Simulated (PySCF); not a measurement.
SMILES N#Cc1ccc([SeH])s1 (C5H3NSSe) at its GFN2-xTB optimised geometry (Å):

```
11

N     -2.2628    -3.2516     0.0045
C     -1.5652    -2.3398     0.0020
C     -0.7130    -1.2354     0.0000
C      0.6595    -1.2354     0.0000
C      1.2071     0.0546     0.0000
C      0.2495     1.0339     0.0000
Se     0.5713     2.8989     0.0015
S     -1.3537     0.3843    -0.0003
H      1.2419    -2.1394     0.0002
H      2.2628     0.2632     0.0000
H     -0.8321     3.2516     0.0064
```

Level of theory: PBE/def2-TZVP (PySCF).

Map of the Laplacian of the electron density (e/bohr⁵), clipped to [-1.50, 1.50] on the plane z = 0.6 Å:

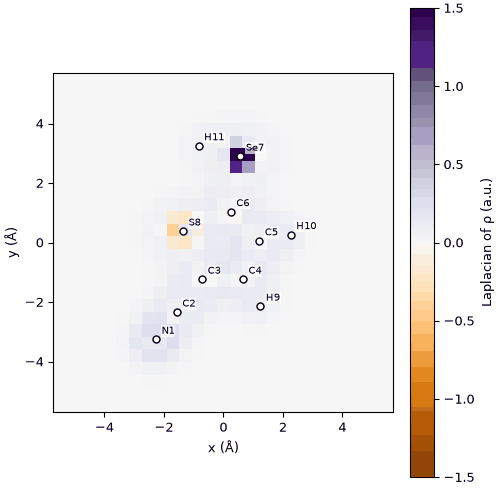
*Laplacian of the electron density (e/bohr⁵), clipped to [-1.50, 1.50] on the plane z = 0.6 Å.*
